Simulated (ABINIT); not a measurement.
# Quasiparticle gap of CsPbI2Br (P4/mmm) in ABINIT, part 2 of 3

Aim: the G0W0 gap of CsPbI2Br (P4/mmm) on PBE, step by step.

ABINIT 10.8.3; PBE and many-body steps on it, plane waves. Known limits of the many-body steps: not at the basis limit; no spin-orbit coupling; coarse k mesh.

So far. Step 2 (Ground state): The gap is direct, at (0.500, 0.500, 0.500).

**3. Bands along the symmetry lines**

Level of this step: DFT, PBE, plane waves, norm-conserving pseudopotentials (ABINIT).

The cheap functional maps the bands first; the places of the edges decide which points the dearer methods must see.

Contents of run.abi:

```
acell 3*1.0 Angstrom
rprim 
  6.375296000000 0.000000000000 0.000000000000
  0.000000000000 6.375296000000 0.000000000000
  0.000000000000 0.000000000000 5.962220000000
ntypat 4
znucl 55 82 53 35
natom 5
typat 1 2 3 3 4
xred 
  0.500000000000 0.500000000000 0.500000000000
  0.000000000000 0.000000000000 0.000000000000
  0.000000000000 0.500000000000 0.000000000000
  0.500000000000 0.000000000000 0.000000000000
  0.000000000000 0.000000000000 0.500000000000
pp_dirpath "pseudos"
pseudos "Cs.upf, Pb.upf, I.upf, Br.upf"
ecut 34
iscf -2
irdden 1
kptopt 0
nkpt 75
kpt 
  0.00000000 0.00000000 0.00000000
  0.00000000 0.06250000 0.00000000
  0.00000000 0.12500000 0.00000000
  0.00000000 0.18750000 0.00000000
  0.00000000 0.25000000 0.00000000
  0.00000000 0.31250000 0.00000000
  0.00000000 0.37500000 0.00000000
  0.00000000 0.43750000 0.00000000
  0.00000000 0.50000000 0.00000000
  0.06250000 0.50000000 0.00000000
  0.12500000 0.50000000 0.00000000
  0.18750000 0.50000000 0.00000000
  0.25000000 0.50000000 0.00000000
  0.31250000 0.50000000 0.00000000
  0.37500000 0.50000000 0.00000000
  0.43750000 0.50000000 0.00000000
  0.50000000 0.50000000 0.00000000
  0.43750000 0.43750000 0.00000000
  0.37500000 0.37500000 0.00000000
  0.31250000 0.31250000 0.00000000
  0.25000000 0.25000000 0.00000000
  0.18750000 0.18750000 0.00000000
  0.12500000 0.12500000 0.00000000
  0.06250000 0.06250000 0.00000000
  0.00000000 0.00000000 0.00000000
  0.00000000 0.00000000 0.06250000
  0.00000000 0.00000000 0.12500000
  0.00000000 0.00000000 0.18750000
  0.00000000 0.00000000 0.25000000
  0.00000000 0.00000000 0.31250000
  0.00000000 0.00000000 0.37500000
  0.00000000 0.00000000 0.43750000
  0.00000000 0.00000000 0.50000000
  0.00000000 0.06250000 0.50000000
  0.00000000 0.12500000 0.50000000
  0.00000000 0.18750000 0.50000000
  0.00000000 0.25000000 0.50000000
  0.00000000 0.31250000 0.50000000
  0.00000000 0.37500000 0.50000000
  0.00000000 0.43750000 0.50000000
  0.00000000 0.50000000 0.50000000
  0.06250000 0.50000000 0.50000000
  0.12500000 0.50000000 0.50000000
  0.18750000 0.50000000 0.50000000
  0.25000000 0.50000000 0.50000000
  0.31250000 0.50000000 0.50000000
  0.37500000 0.50000000 0.50000000
  0.43750000 0.50000000 0.50000000
  0.50000000 0.50000000 0.50000000
  0.43750000 0.43750000 0.50000000
  0.37500000 0.37500000 0.50000000
  0.31250000 0.31250000 0.50000000
  0.25000000 0.25000000 0.50000000
  0.18750000 0.18750000 0.50000000
  0.12500000 0.12500000 0.50000000
  0.06250000 0.06250000 0.50000000
  0.00000000 0.00000000 0.50000000
  0.00000000 0.50000000 0.00000000
  0.00000000 0.50000000 0.06250000
  0.00000000 0.50000000 0.12500000
  0.00000000 0.50000000 0.18750000
  0.00000000 0.50000000 0.25000000
  0.00000000 0.50000000 0.31250000
  0.00000000 0.50000000 0.37500000
  0.00000000 0.50000000 0.43750000
  0.00000000 0.50000000 0.50000000
  0.50000000 0.50000000 0.00000000
  0.50000000 0.50000000 0.06250000
  0.50000000 0.50000000 0.12500000
  0.50000000 0.50000000 0.18750000
  0.50000000 0.50000000 0.25000000
  0.50000000 0.50000000 0.31250000
  0.50000000 0.50000000 0.37500000
  0.50000000 0.50000000 0.43750000
  0.50000000 0.50000000 0.50000000
istwfk *1
nband 56
nbdbuf 2
tolwfr 1e-08
nstep 40
prtwf 0
prtvol 0
indata_prefix "in"
outdata_prefix "out"
tmpdata_prefix "tmp"
```

Launch:

```console
OMP_NUM_THREADS=1 mpirun -n 8 abinit run.abi > log
```

Numbers of over 12 decimals in the logs are rounded to 6 here.

The log of the run:

```text
.Version 10.8.3 of ABINIT. v10.8.2 released Aug 2026.

 Symmetries : space group P4/m m m (#123); Bravais tP (primitive tetrag.)
[... echo of the input left out ...]
== DATASET  1 ==================================================================
-   mpi_nproc: 8, omp_nthreads: 1 (-1 if OMP is not activated)

--- !DatasetInfo
iteration_state: {dtset: 1, }
dimensions: {natom: 5, nkpt: 75, mband: 56, nsppol: 1, nspinor: 1, nspden: 1, mpw: 15544, }
cutoff_energies: {ecut:  34.0, pawecutdg:  -1.0, }
electrons: {nelect:   9.80000000E+01, charge:   0.00000000E+00, occopt:   1.00000000E+00, tsmear:   1.00000000E-02, }

 Real(R)+Recip(G) space primitive vectors, cartesian coordinates (Bohr,Bohr^-1):
 R(1)= 12.0475634  0.0000000  0.0000000  G(1)=  0.0830043  0.0000000  0.0000000
 R(2)=  0.0000000 12.0475634  0.0000000  G(2)=  0.0000000  0.0830043  0.0000000
 R(3)=  0.0000000  0.0000000 11.2669629  G(3)=  0.0000000  0.0000000  0.0887551
 Unit cell volume ucvol=  1.6353296E+03 bohr^3
 Angles (23,13,12)=  9.00000000E+01  9.00000000E+01  9.00000000E+01 degrees

 getcut: wavevector=  0.0000  0.0000  0.0000  ngfft=  64  64  60
         ecut(hartree)=     34.000   => boxcut(ratio)=   2.02384

--- Pseudopotential description ------------------------------------------------
- Cs Generated using ONCVPSP code by D. R. Hamann
- 55.00000   9.00000  171031                  znucl, zion, pspdat
12 -101130 3 -1 2414                          pspcod,pspxc,lmax,lloc,mmax
     nproj     2     2     2     2
  pspatm : epsatm=   22.81663564
         --- l  ekb(1:nproj) -->
             0    6.176104    0.756334
             1    6.263084    0.786397
             2    3.737592    0.906929
[...]
pspatm: atomic psp has been read  and splines computed

- Pb Generated using ONCVPSP code by D. R. Hamann
- 82.00000  22.00000  220131                  znucl, zion, pspdat
12 -101130 3 -1 1692                          pspcod,pspxc,lmax,lloc,mmax
     nproj     2     2     2     1
  pspatm : epsatm=   27.21822286
         --- l  ekb(1:nproj) -->
[...]
3    9.337611
 pspatm: atomic psp has been read  and splines computed

- I Generated using ONCVPSP code by D. R. Hamann
- 53.00000  25.00000  220131                  znucl, zion, pspdat
12 -101130 3 -1 1188                          pspcod,pspxc,lmax,lloc,mmax
     nproj     2     2     2     2
  pspatm : epsatm=   25.72445091
         --- l  ekb(1:nproj) -->
[...]
pspatm: atomic psp has been read  and splines computed

- Br Generated using ONCVPSP code by D. R. Hamann
- 35.00000  17.00000  171031                  znucl, zion, pspdat
12 -101130 2 -1 1098                          pspcod,pspxc,lmax,lloc,mmax
     nproj     2     2     2     0
  pspatm : epsatm=   32.00824270
         --- l  ekb(1:nproj) -->
[...]
pspatm: atomic psp has been read  and splines computed

[...]
2.7489E-01  2.7923E-01
 Non-SCF case, kpt   75 (  0.50000  0.50000  0.50000), residuals and eigenvalues=
[...]
9.3537E-03  2.4756E-02  3.6109E-02  5.1168E-02  5.1168E-02  5.6194E-02
  8.7920E-02  1.4249E-01  1.4249E-01  1.4902E-01  2.4229E-01  2.7423E-01
  2.7423E-01  2.7836E-01

--- !ResultsGS
iteration_state: {dtset: 1, }
comment   : Summary of ground state results
lattice_vectors:
- [ 12.0475634,   0.0000000,   0.0000000, ]
- [  0.0000000,  12.0475634,   0.0000000, ]
- [  0.0000000,   0.0000000,  11.2669629, ]
lattice_lengths: [  12.04756,   12.04756,   11.26696, ]
lattice_angles: [ 90.000,  90.000,  90.000, ] # degrees, (23, 13, 12)
lattice_volume:   1.6353296E+03
convergence: {deltae:  0.000E+00, res2:  0.000E+00, residm:  9.993E-09, diffor:  0.000E+00, }
etotal    :  -9.93789175E+02
entropy   :   0.00000000E+00
fermie    :   8.79201502E-02
cartesian_stress_tensor: null
pressure_GPa: null
xred      :
- [  5.0000E-01,   5.0000E-01,   5.0000E-01, Cs]
- [  0.0000E+00,   0.0000E+00,   0.0000E+00, Pb]
- [  0.0000E+00,   5.0000E-01,   0.0000E+00,  I]
- [  5.0000E-01,   0.0000E+00,   0.0000E+00,  I]
- [  0.0000E+00,   0.0000E+00,   5.0000E-01, Br]
cartesian_forces: null
force_length_stats: {min: null, max: null, mean: null, }

 Integrated electronic density in atomic spheres:
 ------------------------------------------------
 Atom  Sphere_radius  Integrated_density
[...]
================================================================================

 ----iterations are completed or convergence reached----

 Mean square residual over all n,k,spin=   63.827E-10; max=  99.929E-10
 reduced coordinates (array xred) for    5 atoms
[...]
0.500000000000      0.000000000000      0.000000000000
       0.000000000000      0.000000000000      0.500000000000

 cartesian coordinates (angstrom) at end:
    1      3.187648     3.187648     2.981110
    2      0.000000     0.000000     0.000000
    3      0.000000     3.187648     0.000000
    4      3.187648     0.000000     0.000000
    5      0.000000     0.000000     2.981110
 length scales=  1.889726125908  1.889726125908  1.889726125908 bohr
              =  1.000000000000  1.000000000000  1.000000000000 angstroms
 prteigrs : about to open file out_EIG
 Eigenvalues (hartree) for nkpt=  75  k points:
 kpt#   1, nband= 56, wtk=  1.00000, kpt=  0.0000  0.0000  0.0000 (reduced coord)
[...]
kpt#   2, nband= 56, wtk=  1.00000, kpt=  0.0000  0.0625  0.0000 (reduced coord)
[...]
kpt#   3, nband= 56, wtk=  1.00000, kpt=  0.0000  0.1250  0.0000 (reduced coord)
[...]
kpt#  74, nband= 56, wtk=  1.00000, kpt=  0.5000  0.5000  0.4375 (reduced coord)
[...]
kpt#  75, nband= 56, wtk=  1.00000, kpt=  0.5000  0.5000  0.5000 (reduced coord)
[...]
0.00519    0.00519    0.00935    0.02476    0.03611    0.05117    0.05117    0.05619
   0.08792    0.14249    0.14249    0.14902    0.24229    0.27423    0.27423    0.27836

== END DATASET(S) ==============================================================
================================================================================

 -outvars: echo values of variables after computation  --------
            nband          56
             nkpt          75
          spgroup         123
 [... the other variables as echoed above ...]

 Calculation completed.
```

The job ended after 4.4 min (8 MPI ranks of AMD EPYC 9R45, shared host; peak memory 1.8 GiB).

Numbers from this step:

```
gap                        : 1.485 eV
k of the valence top       : 0.5, 0.5, 0.5
k of the conduction bottom : 0.5, 0.5, 0.5
least direct gap           : 1.485 eV
```

The gap is 1.485 eV, as in the run before at this level.

The electronic bands at the labelled points (eV, zero at the top of the highest filled band):

| point | band 46 | band 47 | band 48 | band 49 | band 50 | band 51 | band 52 | band 53 |
| --- | --- | --- | --- | --- | --- | --- | --- | --- |
| Γ | -1.31 | -1.30 | -1.27 | -1.27 | 3.16 | 4.06 | 4.46 | 4.66 |
| X | -1.53 | -1.47 | -1.36 | -0.94 | 2.27 | 4.43 | 5.00 | 5.01 |
| M | -1.53 | -1.42 | -0.89 | -0.50 | 1.93 | 1.93 | 4.80 | 5.31 |
| Γ | -1.31 | -1.30 | -1.27 | -1.27 | 3.16 | 4.06 | 4.46 | 4.66 |
| Z | -1.50 | -1.36 | -1.36 | -1.16 | 2.56 | 4.89 | 4.90 | 5.18 |
| R | -1.66 | -1.63 | -1.03 | -0.50 | 1.90 | 2.15 | 4.82 | 5.15 |
| A | -1.00 | -1.00 | -0.86 | 0.00 | 1.48 | 1.48 | 1.66 | 4.20 |
| Z | -1.50 | -1.36 | -1.36 | -1.16 | 2.56 | 4.89 | 4.90 | 5.18 |
| jump to X | -1.53 | -1.47 | -1.36 | -0.94 | 2.27 | 4.43 | 5.00 | 5.01 |
| R | -1.66 | -1.63 | -1.03 | -0.50 | 1.90 | 2.15 | 4.82 | 5.15 |
| jump to M | -1.53 | -1.42 | -0.89 | -0.50 | 1.93 | 1.93 | 4.80 | 5.31 |
| A | -1.00 | -1.00 | -0.86 | 0.00 | 1.48 | 1.48 | 1.66 | 4.20 |

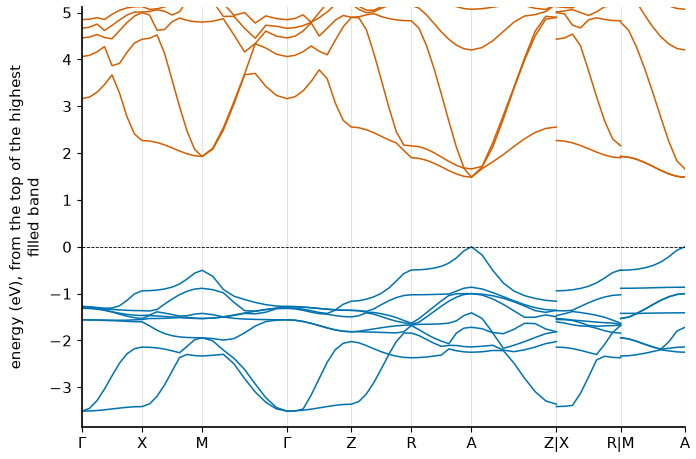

Electronic bands along the path; lines of filled and empty bands in two colours.

**4. Empty states on the mesh, 2×2×2 mesh, 299 bands**

The sums over transitions need many empty states on a uniform mesh; this step solves for them.

Contents of run.abi:

```
acell 3*1.0 Angstrom
rprim 
  6.375296000000 0.000000000000 0.000000000000
  0.000000000000 6.375296000000 0.000000000000
  0.000000000000 0.000000000000 5.962220000000
ntypat 4
znucl 55 82 53 35
natom 5
typat 1 2 3 3 4
xred 
  0.500000000000 0.500000000000 0.500000000000
  0.000000000000 0.000000000000 0.000000000000
  0.000000000000 0.500000000000 0.000000000000
  0.500000000000 0.000000000000 0.000000000000
  0.000000000000 0.000000000000 0.500000000000
pp_dirpath "pseudos"
pseudos "Cs.upf, Pb.upf, I.upf, Br.upf"
ecut 34
ngkpt 2 2 2
nshiftk 1
shiftk 0 0 0
kptopt 1
chksymbreak 0
iscf -2
irdden 1
istwfk *1
nband 299
nbdbuf 26
tolwfr 1e-09
nstep 60
prtvol 0
indata_prefix "in"
outdata_prefix "out"
tmpdata_prefix "tmp"
```

The log of the run:

```text
.Version 10.8.3 of ABINIT. v10.8.2 released Aug 2026.

 Symmetries : space group P4/m m m (#123); Bravais tP (primitive tetrag.)
[... echo of the input left out ...]
== DATASET  1 ==================================================================
-   mpi_nproc: 8, omp_nthreads: 1 (-1 if OMP is not activated)
-    --> not optimal distribution: autoparal keyword recommended in input file <--

--- !DatasetInfo
iteration_state: {dtset: 1, }
dimensions: {natom: 5, nkpt: 6, mband: 299, nsppol: 1, nspinor: 1, nspden: 1, mpw: 15544, }
cutoff_energies: {ecut:  34.0, pawecutdg:  -1.0, }
electrons: {nelect:   9.80000000E+01, charge:   0.00000000E+00, occopt:   1.00000000E+00, tsmear:   1.00000000E-02, }

 Real(R)+Recip(G) space primitive vectors, cartesian coordinates (Bohr,Bohr^-1):
 R(1)= 12.0475634  0.0000000  0.0000000  G(1)=  0.0830043  0.0000000  0.0000000
 R(2)=  0.0000000 12.0475634  0.0000000  G(2)=  0.0000000  0.0830043  0.0000000
 R(3)=  0.0000000  0.0000000 11.2669629  G(3)=  0.0000000  0.0000000  0.0887551
 Unit cell volume ucvol=  1.6353296E+03 bohr^3
 Angles (23,13,12)=  9.00000000E+01  9.00000000E+01  9.00000000E+01 degrees

 getcut: wavevector=  0.0000  0.0000  0.0000  ngfft=  64  64  60
         ecut(hartree)=     34.000   => boxcut(ratio)=   2.02384

--- Pseudopotential description ------------------------------------------------
- Cs Generated using ONCVPSP code by D. R. Hamann
- 55.00000   9.00000  171031                  znucl, zion, pspdat
12 -101130 3 -1 2414                          pspcod,pspxc,lmax,lloc,mmax
     nproj     2     2     2     2
  pspatm : epsatm=   22.81663564
         --- l  ekb(1:nproj) -->
             0    6.176104    0.756334
             1    6.263084    0.786397
             2    3.737592    0.906929
[...]
pspatm: atomic psp has been read  and splines computed

- Pb Generated using ONCVPSP code by D. R. Hamann
- 82.00000  22.00000  220131                  znucl, zion, pspdat
12 -101130 3 -1 1692                          pspcod,pspxc,lmax,lloc,mmax
     nproj     2     2     2     1
  pspatm : epsatm=   27.21822286
         --- l  ekb(1:nproj) -->
[...]
3    9.337611
 pspatm: atomic psp has been read  and splines computed

- I Generated using ONCVPSP code by D. R. Hamann
- 53.00000  25.00000  220131                  znucl, zion, pspdat
12 -101130 3 -1 1188                          pspcod,pspxc,lmax,lloc,mmax
     nproj     2     2     2     2
  pspatm : epsatm=   25.72445091
         --- l  ekb(1:nproj) -->
[...]
pspatm: atomic psp has been read  and splines computed

- Br Generated using ONCVPSP code by D. R. Hamann
- 35.00000  17.00000  171031                  znucl, zion, pspdat
12 -101130 2 -1 1098                          pspcod,pspxc,lmax,lloc,mmax
     nproj     2     2     2     0
  pspatm : epsatm=   32.00824270
         --- l  ekb(1:nproj) -->
[...]
9.98E-10  7.68E-10  3.48E-10  1.46E-10  6.20E-10  8.56E-10  8.20E-10  9.91E-10
  8.12E-10  2.53E-10  4.02E-10  7.16E-10  3.60E-10  4.89E-10  3.75E-10  3.32E-10
  3.44E-10  6.86E-10  4.70E-10  7.87E-10  9.88E-10  8.28E-10  1.64E-10  5.61E-10
[...]
-6.3550E+00 -6.3550E+00 -5.0411E+00 -4.3988E+00 -4.3988E+00 -4.3956E+00
 -4.3956E+00 -4.3954E+00 -4.3954E+00 -2.8984E+00 -2.8984E+00 -2.8981E+00
 -2.1167E+00 -2.1150E+00 -2.1150E+00 -2.1105E+00 -2.1105E+00 -1.5268E+00
[...]
1.9360E+00  1.9460E+00  1.9460E+00  1.9487E+00  1.9522E+00  1.9563E+00
  1.9571E+00  1.9641E+00  1.9703E+00  1.9818E+00  1.9822E+00  1.9932E+00
  1.9933E+00  1.9974E+00  2.0077E+00  2.0248E+00  2.0273E+00
 prteigrs : prtvol=0 or 1, do not print more k-points.

--- !ResultsGS
iteration_state: {dtset: 1, }
comment   : Summary of ground state results
lattice_vectors:
- [ 12.0475634,   0.0000000,   0.0000000, ]
- [  0.0000000,  12.0475634,   0.0000000, ]
- [  0.0000000,   0.0000000,  11.2669629, ]
lattice_lengths: [  12.04756,   12.04756,   11.26696, ]
lattice_angles: [ 90.000,  90.000,  90.000, ] # degrees, (23, 13, 12)
lattice_volume:   1.6353296E+03
convergence: {deltae:  0.000E+00, res2:  0.000E+00, residm:  9.985E-10, diffor:  0.000E+00, }
etotal    :  -9.93789175E+02
entropy   :   0.00000000E+00
fermie    :   8.79201502E-02
cartesian_stress_tensor: null
pressure_GPa: null
xred      :
- [  5.0000E-01,   5.0000E-01,   5.0000E-01, Cs]
- [  0.0000E+00,   0.0000E+00,   0.0000E+00, Pb]
- [  0.0000E+00,   5.0000E-01,   0.0000E+00,  I]
- [  5.0000E-01,   0.0000E+00,   0.0000E+00,  I]
- [  0.0000E+00,   0.0000E+00,   5.0000E-01, Br]
cartesian_forces: null
force_length_stats: {min: null, max: null, mean: null, }

 Integrated electronic density in atomic spheres:
 ------------------------------------------------
 Atom  Sphere_radius  Integrated_density
[...]
================================================================================

 ----iterations are completed or convergence reached----

 Mean square residual over all n,k,spin=   54.973E-11; max=  99.845E-11
 reduced coordinates (array xred) for    5 atoms
[...]
0.000000000000      0.000000000000      0.500000000000

 cartesian coordinates (angstrom) at end:
    1      3.187648     3.187648     2.981110
    2      0.000000     0.000000     0.000000
    3      0.000000     3.187648     0.000000
    4      3.187648     0.000000     0.000000
    5      0.000000     0.000000     2.981110
 length scales=  1.889726125908  1.889726125908  1.889726125908 bohr
              =  1.000000000000  1.000000000000  1.000000000000 angstroms
 prteigrs : about to open file out_EIG
 Eigenvalues (hartree) for nkpt=   6  k points:
 kpt#   1, nband=299, wtk=  0.12500, kpt=  0.0000  0.0000  0.0000 (reduced coord)
[...]
1.92963    1.93540    1.93598    1.94599    1.94599    1.94870    1.95220    1.95626
   1.95713    1.96408    1.97025    1.98178    1.98224    1.99323    1.99334    1.99738
   2.00775    2.02481    2.02730
 prteigrs : prtvol=0 or 1, do not print more k-points.

== END DATASET(S) ==============================================================
================================================================================

 -outvars: echo values of variables after computation  --------
            nband         299
             nkpt           6
          spgroup         123
 [... the other variables as echoed above ...]

 Calculation completed.
```

Elapsed: 5.2 min, on 8 MPI ranks; peak memory 1.3 GiB.

This step gave:

```yaml
gap: 1.485 eV
k_of_the_valence_top: 0.5, 0.5, 0.5
k_of_the_conduction_bottom: 0.5, 0.5, 0.5
least_direct_gap: 1.485 eV
k_points_computed: 6
lowest_point_of_the_top_converged_band_above_the_valence_top: 48.67 eV
```

On this mesh the gap is 1.485 eV.

(Continued in part 3 of 3.)

[Paths, hosts, dates, memory and timing lines, banners, echoed tables and standing remarks are left out of the program output.]

[Logs are printed without paths, hosts, clocks, repeated set-up lines and the standing remarks that a program may print on its own settings, such as how far it seeks lower states.]

[Runs of the session that timed out or met a known fault of the program may be left out.]

[Hosts, paths, dates, database ids (printed as entryN), source tags and the programs' standing remarks are cut or masked in the printed files.]

[G0W0 gaps are taken among the corrected bands and points alone; a level outside them can change the order at an edge.]

[Where Ansatz stands beside ABINIT at settings called matched, ABINIT's density can come from a denser mesh and the files from another edition; pairs whose starting gaps differed by over 0.03 eV were left out, so agreement reads better than it is.]
